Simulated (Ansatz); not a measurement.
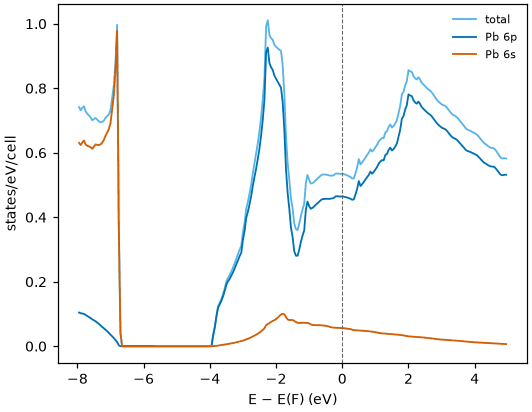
Figure: Total and projected density of states of Pb (fcc (Cu type), Fm-3m), PBE (plane waves, PAW; program Ansatz)

Which orbitals carry the states next to the Fermi level?

Within 0.5 eV of the Fermi level: Pb 6p 87 %, Pb 6s 10 %. Projections are on Löwdin-orthogonalised atomic valence shells; empty p or d shells of many metals are not among them.

Where is the tallest occupied peak in this window, and what makes it?

Near -2.2 eV, about 1.0 states/eV per cell; the largest projected share is Pb 6p.

Symmetry was held in the PBE relaxation. Spin–orbit coupling is left out wherever it is not named.

Potentials: the later of the program's two PAW sets.
